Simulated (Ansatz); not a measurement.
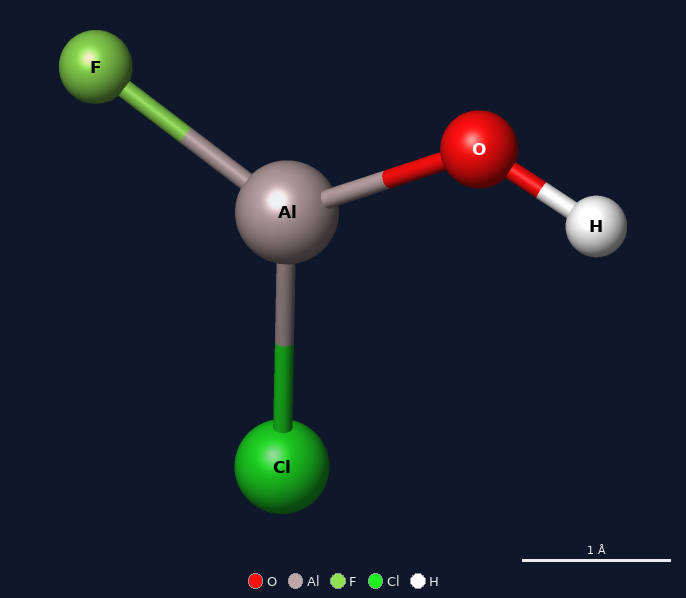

Rendered structure (ball-and-stick style). Every bond is drawn as one stick, whatever its order.

The geometry was computed by an optimisation with PBE0-D4/def2-TZVP.

What is the molecular formula?

Answer. AlClFHO, 5 atoms: 1 aluminium, 1 chlorine, 1 fluorine, 1 hydrogen and 1 oxygen.

Count the bonded pairs by element.

Answer. 1 Al–O, 1 Al–F, 1 Al–Cl, 1 O–H.

More results for the same structure follow; atom numbers are the same in all pictures, views and colours differ.

## Symmetry

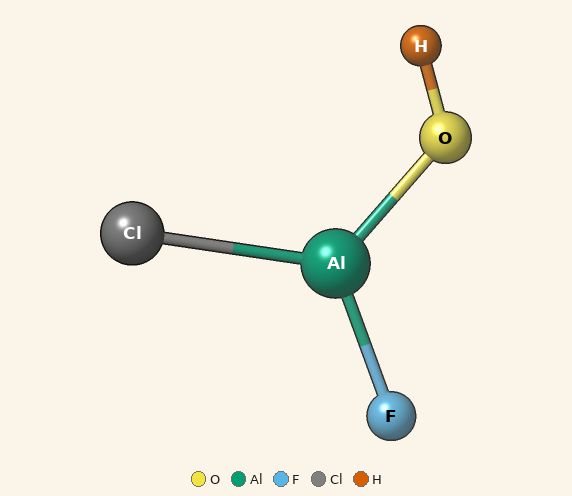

All atoms lie in one plane, which faces the viewer.

List the symmetry elements and name the point group.

Answer. It has 1 mirror plane, so the point group is Cs. The group has 2 operations. The geometry is achiral, and symmetry allows a dipole moment.

## Electronic properties

Level of theory: RKS r2SCANh-D4/def2-TZVPP (Ansatz 0.2.0).

Give the HOMO energy (Kohn–Sham orbital) at this level.

Answer. −8.99 eV.

Estimate the LUMO energy (Kohn–Sham orbital).

Answer. −1.12 eV.

## Vibrations

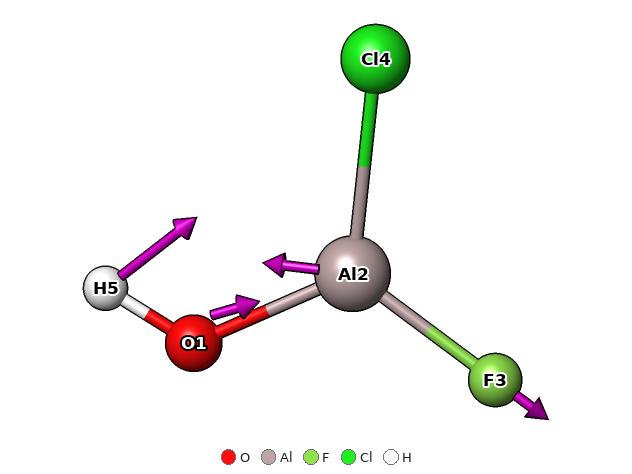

The arrows show one normal mode. Harmonic vibrations computed with RKS PBE0-D4/def2-TZVP (Ansatz 0.2.0) at a stationary point of the same level.

At what wavenumber does it lie?

Answer. 965 cm⁻¹; it is mode 8 of 9 counted from the lowest.

## Charges

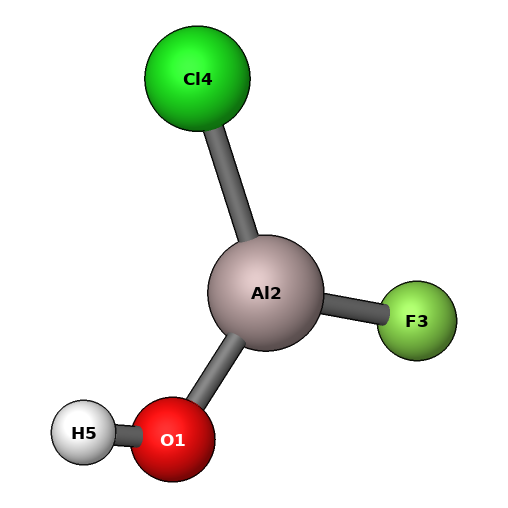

The questions are on Mulliken charges. Properties computed with RKS PBE0-D4/def2-TZVP (Ansatz 0.2.0).

Give the Mulliken charges atom by atom.

```tsv
atom	value (e)
O1	−0.52
Al2	0.76
F3	−0.32
Cl4	−0.24
H5	0.33
```

## Thermal motion

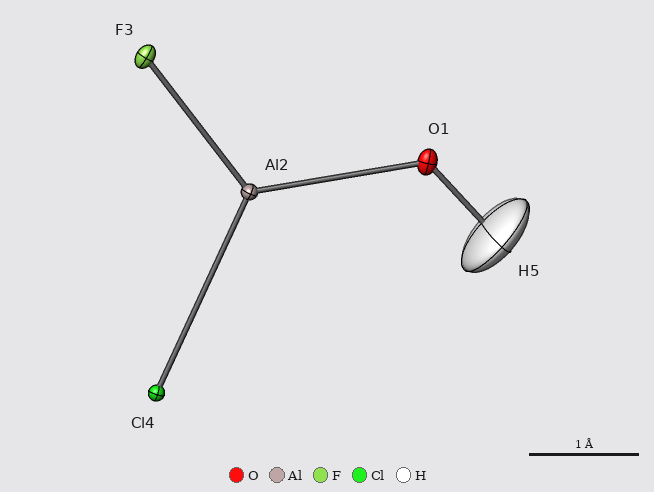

Displacement ellipsoids at the 50 % level, enlarged 1.5 times, from the internal vibrations of the free molecule (harmonic, no overall translation or rotation; no half-axis is drawn under 0.075 Å). Vibrations computed with RKS PBE0-D4/def2-TZVP (Ansatz 0.2.0). Temperature: 100 K.

Which atom has the largest mean-square displacement?

Answer. H5, with U_eq = 0.0278 Å².

Does H5 move more along its bond or across it?

Answer. Across it: the root-mean-square amplitude is 0.077 Å along the bond and up to 0.210 Å across, since bending and torsion are softer than stretching.

List U_eq and the three principal root-mean-square amplitudes for each kind of atom.

```json
{"atom": "O1", "U_eq (Å²)": "0.0017", "rms amplitudes (Å)": "0.028, 0.038, 0.053"}
{"atom": "Al2", "U_eq (Å²)": "0.0012", "rms amplitudes (Å)": "0.029, 0.033, 0.042"}
{"atom": "F3", "U_eq (Å²)": "0.0015", "rms amplitudes (Å)": "0.022, 0.036, 0.051"}
{"atom": "Cl4", "U_eq (Å²)": "0.00054", "rms amplitudes (Å)": "0.009, 0.027, 0.029"}
{"atom": "H5", "U_eq (Å²)": "0.0278", "rms amplitudes (Å)": "0.075, 0.184, 0.210"}
```

Mulliken values depend strongly on the basis set and can even reverse the polarity of a bond.
